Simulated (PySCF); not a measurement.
**LiSe: bond curves at several levels of theory**

One job finds the state of LiSe, follows it along the bond with each method and fits the curves.

Computed with PySCF 2.14.0. Level: Li def2-SVPD, Se def2-SVPD, no relativity.

**1. The job**

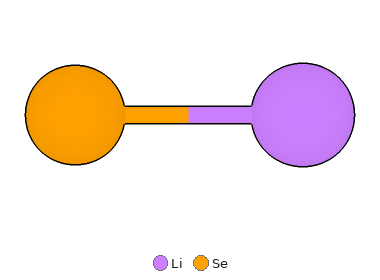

The two atoms at the starting distance (lithium purple, selenium orange).

A driver script around PySCF takes these settings:

```json
{"atoms": "Li, Se", "charge": "0", "basis": "Li def2-SVPD, Se def2-SVPD", "Hamiltonian": "no relativity", "basis functions": "53", "electrons treated": "37", "masses in u": "7.0160, 79.9165", "levels": "PBE0, PBE, r²SCAN, B97-3, TPSS, M06-2X, ωB97X, HF, MP2, SCS-MP2, CCSD, CCSD(T)", "grid": "80 radial by 434 angular points", "occupations": "held fixed by the projection of orbital angular momentum", "dissociation limit": "Li + Se, each in its ground configuration", "starting distance in angstrom": "2.400", "values of 2S to try": "1, 3"}
```

Command:

```console
> OMP_NUM_THREADS=1 python dia.py task.json out
```

Further steps of the session: PBE0 along the bond; Excited determinants; PBE (GGA); r²SCAN; B97-3 (global hybrid GGA); TPSS (meta-GGA); M06-2X (hybrid meta-GGA); ωB97X (range-separated hybrid); UHF; Correlated methods on the Hartree–Fock reference.

Q: Predict the outcome of this session. Wanted: for each run, Re; ωe; De; μ.

**Answer**, as computed:

Lowest PBE0 solution found, without spin–orbit coupling: ²Π (doublet), unpaired electrons π ↑. State 2 has its PBE0 minimum 0.73 eV higher. State 3 has its PBE0 minimum 2.86 eV higher. The other levels ran on the lowest alone.

```
      level  Re (Å)  ωe (cm⁻¹)  De (eV)  μ (D)
        UHF   2.316        506     1.98  -7.68
    UHF-MP2   2.318        496     2.71    n/a
UHF-SCS-MP2   2.319        494     2.68    n/a
   UHF-CCSD   2.320        493     2.66    n/a
UHF-CCSD(T)   2.323        490     2.70    n/a
        PBE   2.292        500     3.02  -6.87
     r²SCAN   2.300        501     3.07  -7.23
       PBE0   2.285        511     2.97  -7.11
      B97-3   2.287        510     3.05  -7.21
     M06-2X   2.290        512     3.10  -7.20
```

De is counted to Li + Se in their ground configurations. A positive dipole means Li(−)Se(+). No constants: TPSS (the points don't follow one smooth fit); ωB97X (the points don't follow one smooth fit).

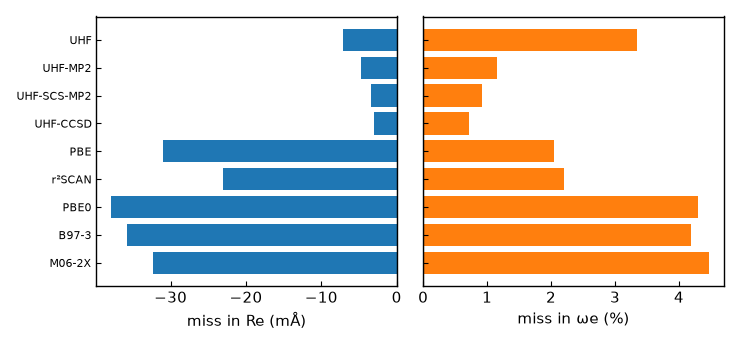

Differences in bond length and wavenumber from CCSD(T) in the same basis.

What this shows: Judged by CCSD(T) in the same basis: best bond length UHF-SCS-MP2 and UHF-CCSD (-3 mÅ), worst PBE0 (-38 mÅ); best wavenumber UHF-CCSD (+0.7 %), worst M06-2X (+4.5 %). Hartree–Fock makes the bond too short and too stiff against this reference, as it mostly does. CCSD(T) in a basis this small is itself some way from its limit, more so than the functionals. Among the levels with a De in the table, it runs from 1.98 eV (UHF) to 3.10 eV (M06-2X).

Correlated steps freeze 9 core orbitals.
